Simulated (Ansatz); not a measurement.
NaHgF3 (space group Pm-3m, No. 221): the geometry relaxed with DFT PBE, scalar-relativistic, plane waves, PAW (Ansatz); the starting structure was generated, so it need not be a known form of this composition.

```cif
data_structure
_symmetry_space_group_name_H-M 'P 1'
_symmetry_Int_Tables_number 1
_cell_length_a 4.5614
_cell_length_b 4.5614
_cell_length_c 4.5614
_cell_angle_alpha 90.000
_cell_angle_beta 90.000
_cell_angle_gamma 90.000
_cell_volume 94.91
loop_
_atom_site_label
_atom_site_type_symbol
_atom_site_fract_x
_atom_site_fract_y
_atom_site_fract_z
_atom_site_occupancy
Na1 Na 0.00000 0.00000 0.00000 1
Hg1 Hg 0.50000 0.50000 0.50000 1
F1 F 0.00000 0.50000 0.50000 1
F2 F 0.50000 0.00000 0.50000 1
F3 F 0.50000 0.50000 0.00000 1
```

Describe how the polyhedra about Hg are linked (bonds: F–Hg below 2.6 Å).

Hg: HgF6 octahedron, sharing corners with six neighbours.

They form a three-dimensional framework of corner-sharing octahedra.

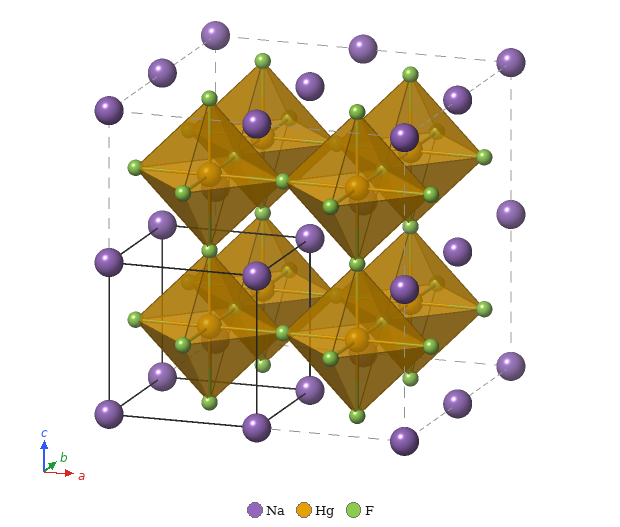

Polyhedra are drawn about Hg (bonds: F–Hg below 2.6 Å); other atoms are plain spheres.
